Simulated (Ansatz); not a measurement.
# A computed series for HgTe: response to strain

Start from HgTe in the zinc blende structure (space group F-43m, No. 216; a = 6.510 Å).

Strains are applied to the cell and any free atomic positions relax.

All numbers come from PBEsol in Ansatz (plane waves to 420 eV, PAW, no SOC).

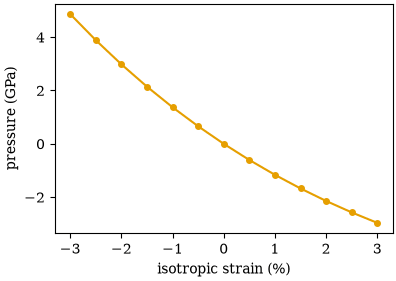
*Pressure against isotropic strain*

| isotropic strain (%) | pressure |
|---|---|
| -3 | 4.9 GPa |
| -2.5 | 3.9 GPa |
| -2 | 3.0 GPa |
| -1.5 | 2.1 GPa |
| -1 | 1.4 GPa |
| -0.5 | 0.7 GPa |
| 0.5 | -0.6 GPa |
| 1 | -1.2 GPa |
| 1.5 | -1.7 GPa |
| 2 | -2.1 GPa |
| 2.5 | -2.6 GPa |
| 3 | -3.0 GPa |

The mesh was chosen for an insulator and is coarse for the gapless case. No phonon test of stability was made. The final runs are not spin-polarised.

Ansatz is a program for electronic structure.
